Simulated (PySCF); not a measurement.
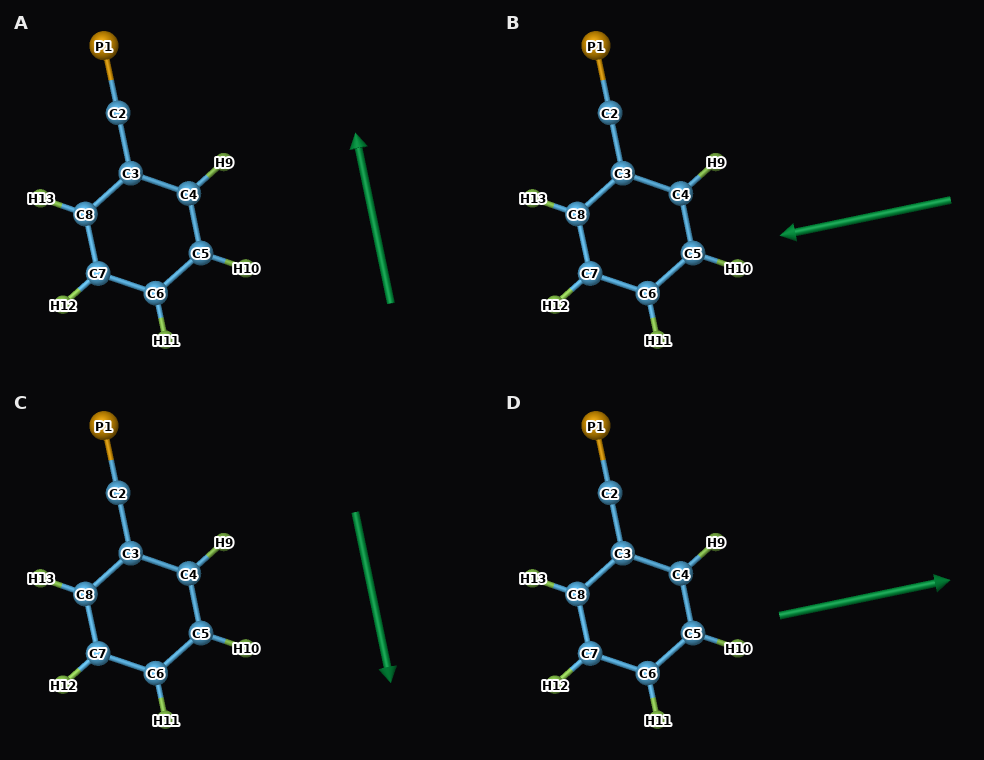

The same molecule four times, each with an arrow. The computed structure is the end point of a GFN2-xTB optimisation. No frequency run is at hand to confirm it as a minimum. Level of theory: B3LYP/def2-SVPD, gas phase (PySCF 2.14.0).

> Which arrow points along the dipole moment, from the negative to the positive end?

C. The dipole moment is 1.77 D; it points from the side of P1 to the side of H11 (the outermost atoms at the two ends).

The geometry is semi-empirical. Around P such bond lengths and angles can be off by a tenth of an ångström or more and by several degrees, and values that hang on the shape move with them.
